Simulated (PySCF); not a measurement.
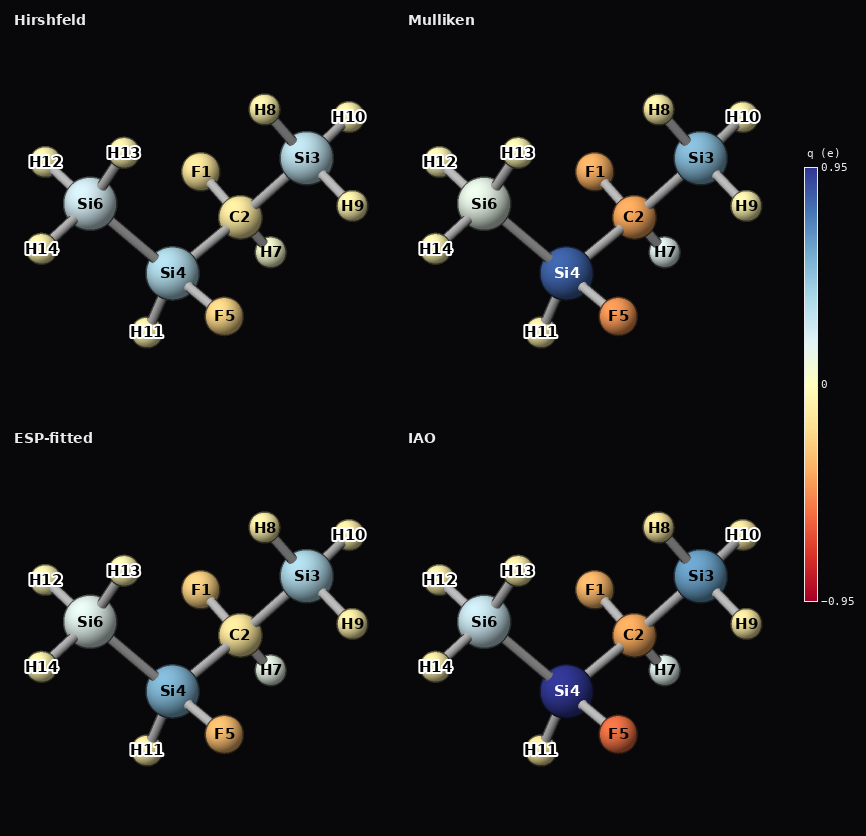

Atomic charges of one calculation by 4 schemes, on one colour scale. The geometry was computed by an optimisation with GFN2-xTB. No frequency run is at hand to confirm it as a minimum. Computed with PBE0/pcSseg-1 (PySCF 2.14.0).

> Which scheme gives the most polar picture (largest mean size of the charges)?

The IAO charges are the largest in size here, and the Hirshfeld charges the smallest.

> On which atom do the schemes disagree most?

On Si4 (from 0.35 to 0.94 e).

List the charges (e), one line for each set of equivalent atoms.

```tsv
atom	Hirshfeld	Mulliken	ESP-fitted	IAO
F1	−0.13	−0.35	−0.23	−0.33
C2	−0.12	−0.39	−0.13	−0.37
Si3	0.31	0.50	0.36	0.60
Si4	0.35	0.80	0.52	0.94
F5	−0.21	−0.43	−0.31	−0.54
Si6	0.22	0.13	0.16	0.26
H7	0.05	0.17	0.13	0.16
H8	−0.07	−0.08	−0.08	−0.11
H9	−0.07	−0.06	−0.09	−0.11
H10	−0.07	−0.07	−0.08	−0.10
H11	−0.07	−0.09	−0.10	−0.12
H12	−0.07	−0.04	−0.06	−0.09
H13	−0.06	−0.05	−0.05	−0.08
H14	−0.07	−0.05	−0.06	−0.09
```

The geometry is semi-empirical. Around Si such bond lengths and angles can be off by a tenth of an ångström or more and by several degrees, and values that hang on the shape move with them.
